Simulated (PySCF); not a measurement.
## Electronic structure of C5H10ClNSi2 in real space

Input file:

```
{"job": {"kind": "nmr", "xc": "PBE0", "basis": "pcSseg-1"}, "charge": 0, "multiplicity": 1}
C      2.904861    -1.765562    -0.772883
C      2.059270    -1.243351    -0.095131
Si     0.739769    -0.374070     0.887112
C     -0.779802    -1.513766     1.039740
Si    -2.135401    -0.674958     0.020161
Cl    -2.731382    -1.804067    -1.550741
C     -1.205615     0.871508    -0.608274
N      0.047918     0.988537     0.105838
C      0.818275     2.150163    -0.245101
H      3.644921    -2.235057    -1.356227
H      1.316264     0.068365     2.162335
H     -0.548264    -2.513676     0.681932
H     -1.069591    -1.618860     2.081021
H     -3.329264    -0.308155     0.785600
H     -1.022862     0.815723    -1.691575
H     -1.787247     1.787103    -0.445580
H      1.714790     2.189334     0.368618
H      0.232300     3.059019    -0.075132
H      1.121257     2.131022    -1.299176
```

Run with:

```sh
OMP_NUM_THREADS=1 python probes_run.py task.json out
```

Geometry: GFN2-xTB.

Level of theory: PBE0/pcSseg-1, SCF density, gas phase, non-relativistic (PySCF 2.14.0).

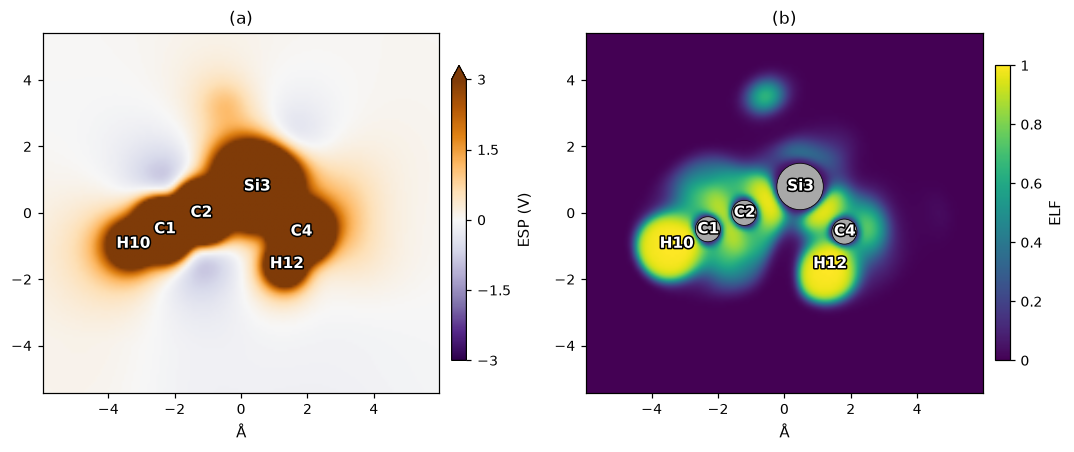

Figure 1. (a) molecular electrostatic potential; (b) electron localisation function on the plane of atoms C2, Si3 and C4. Grey discs cover the atomic cores in the ELF map.

### Describe what can be read from this map.

- The plane passes through C, Si and H nuclei.
- C–C (1.20 Å): the ELF peaks at about 0.85 between the atoms (a multiple bond).
- C–Si (1.86 Å): the ELF peaks at about 0.95 between the atoms: localised, covalent bonding.
- C–H (1.05 Å): the ELF climbs to about 1 towards the hydrogen, as it does in any bond to H: an ordinary covalent bond to hydrogen.
- C–Si (1.91 Å): the ELF peaks at about 0.95 between the atoms (localised, covalent bonding).
- Outside the dense part of the molecule the potential is most negative (−0.8 V) near C1.

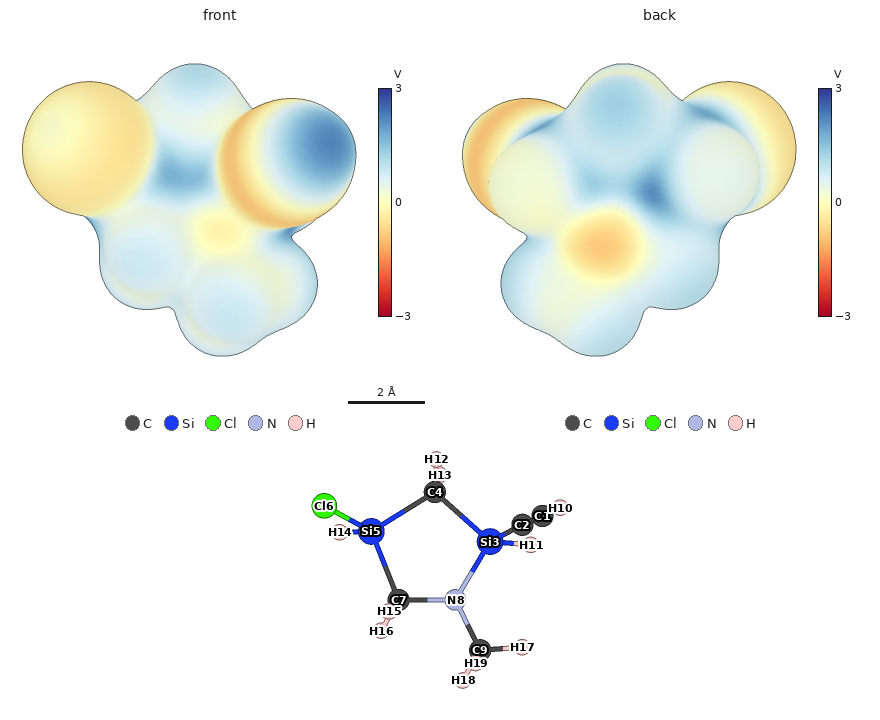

Figure 2. The electrostatic potential painted on the density surface at 0.004 e/bohr³, seen from the front and from behind; red is negative and blue positive. The bare structure is drawn below in the same view.

### Which sites attract a positive test charge, and which a negative one?

A positive charge is drawn to the negative regions and a negative charge to the positive ones. The most negative region (about −0.9 V) lies over C1, C2 and N8, the most positive (about +2.1 V) over Si5 and H10.

### How polar is the molecule by this calculation?

Its dipole moment is 1.37 D.
